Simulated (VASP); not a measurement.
Band structure of LiNbO3 (space group R-3c). Method: PBEsol GGA, VASP's PBE PAW potentials (set 64) (plane waves; VASP 6.6.1).

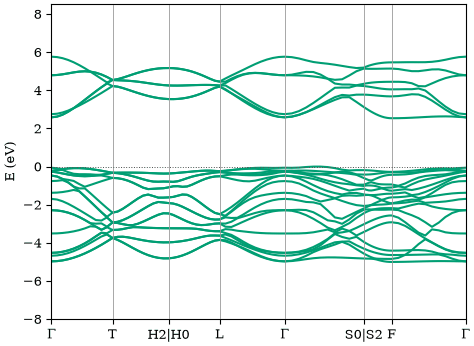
*Bands along high-symmetry lines, zero at the valence-band maximum or, without a gap, the Fermi level*

### Question
Read the plot: is there a gap, and where are the band edges?

### Answer
The gap is indirect, 2.54 eV, from the valence maximum at Γ-S0 at 0.45 to the conduction minimum at F. (Edges off the drawn lines would not show.)

The structure comes from a computed database's LiNbO3 entry (R-3c); how it stands against other phases isn't given here. It was relaxed first.
